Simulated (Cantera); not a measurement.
Input: 1 mol TEOS, 2 mol O2, equilibrated at 10.0 mbar.

These are equilibrium values from Cantera (NASA tables, ideal gas, pure condensed phases), not measurements of a reactor. Candidate condensed phases: C, C6H6, C7H8, C8H18, H2O, Si, SiC, SiO2; 123 gas species. The feed counts by its element totals alone. The tables hold silica as quartz up to 1696 K and as liquid above; real silica turns to tridymite and cristobalite and melts near 1996 K. Rates play no part.

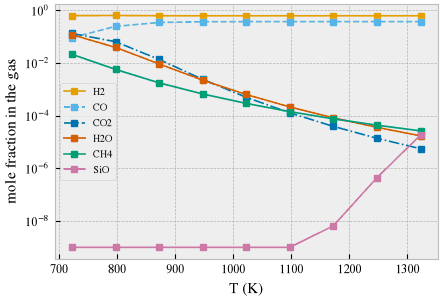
*Equilibrium gas composition (values under 1e-9 drawn at 1e-9)*

From 723 K to 798 K the condensed part is C(graphite) + SiO2(α-quartz). From 873 K to 1323 K the condensed part is C(graphite) + SiO2(β-quartz).
